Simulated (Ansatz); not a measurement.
**Al, response to strain**

The parent structure is Al in the fcc (Cu type) structure (space group Fm-3m, No. 225; relaxed with 0.1 eV smearing).

```yaml
crystal:
  lattice:
    - [0.00000, 1.99683, 1.99683]
    - [1.99683, 0.00000, 1.99683]
    - [1.99683, 1.99683, 0.00000]
  atoms:
    - { symbol: Al, position: [0.00000, 0.00000, 0.00000] }
```

Cartesian axes are those of the cell as printed.

Strains are applied to the cell and any free atomic positions relax; under biaxial strain the out-of-plane vector relaxes too.

Calculations: r2SCAN (Ansatz, an electronic-structure program), spin-orbit coupling left out.

Notes on the quantities. energy relative to the base: free energy F.

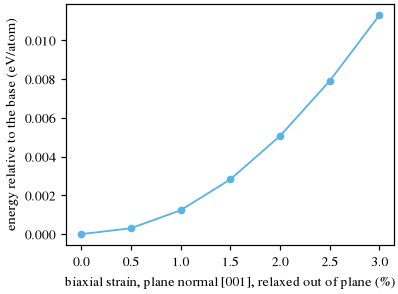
*Energy relative to the base against biaxial strain, plane normal [001], relaxed out of plane*

### Question
From the plot, what is the energy relative to the base for biaxial strain +1.00 %, plane normal [001], relaxed out of plane?

### Answer
About 0.0012 eV/atom.

### Question
Is the trend monotonic over the range shown?

### Answer
Yes, it rises throughout, spanning 0 meV/atom to +11 meV/atom.

Stability against distortions was not tested.
